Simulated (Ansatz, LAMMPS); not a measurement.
**What do other settings change for amorphous carbon (160 atoms)?**

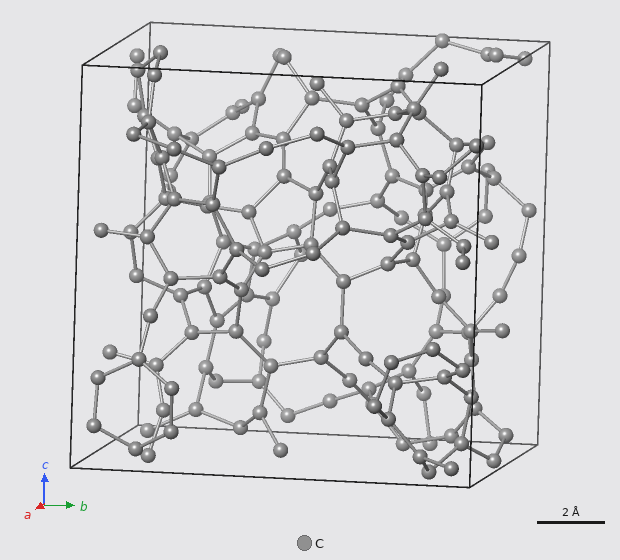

The cell (carbon grey). Some periodic images of atoms are drawn too.

Density of this cell: 1.80 g/cm³. The cell holds 160 atoms: 160 C. Its edges and angles: a = 12.112 Å, b = 12.112 Å, c = 12.112 Å, α = 90.0°, β = 90.0°, γ = 90.0°. 160 atoms (160 C) placed at random at 1.8 g/cm³, melted at 5500 K for 10 ps at fixed volume with the LCBOP (Los and Fasolino, Phys. Rev. B 68, 024107 (2003)). Quenched from 4800 K to 300 K at 500 K/ps and fixed volume, held 5 ps, then minimised at fixed cell.

Geometry: as built.

Reference run: Kohn-Sham DFT, PBE, PAW (set soft_2), plane waves (Ansatz 0.2.0), cutoff 420 eV, Γ point, gaussian smearing of 0.025 eV.

```
r.m.s. force component                           : 1.385 eV/Å
pressure                                         : -16.56 GPa
spacing of highest filled and lowest empty level : 0.0283 eV
SCF cycles                                       : 17
time                                             : 85 s on 4 threads of AMD EPYC 7R43, shared host
```

Variants, in no order:
A. support functions medium, spacing 0.343 Å
B. support functions medium, spacing 0.411 Å
C. support functions medium, spacing 0.297 Å
D. support functions medium
E. hamiltonian.dispersion = "d3bjatm" and scf.n_extra_bands = 4

Q: Order the variants from the smallest to the largest r.m.s. change of the forces.

D, C, E, A, B.

| variant | Δ force, r.m.s. (meV/Å) | share of r.m.s. force (%) |
| --- | --- | --- |
| D. support functions medium | 1.00 | 0.0723 |
| C. support functions medium, spacing 0.297 Å | 2.81 | 0.203 |
| E. hamiltonian.dispersion = "d3bjatm" and scf.n_extra_bands = 4 | 20.2 | 1.46 |
| A. support functions medium, spacing 0.343 Å | 64.7 | 4.67 |
| B. support functions medium, spacing 0.411 Å | 919 | 66.4 |

[Logs are printed without paths, hosts, clocks, repeated set-up lines and the standing remarks that a program may print on its own settings, such as how far it seeks lower states.]

[Hosts, paths, dates, database ids (printed as entryN), source tags and the programs' standing remarks are cut or masked in the printed files.]
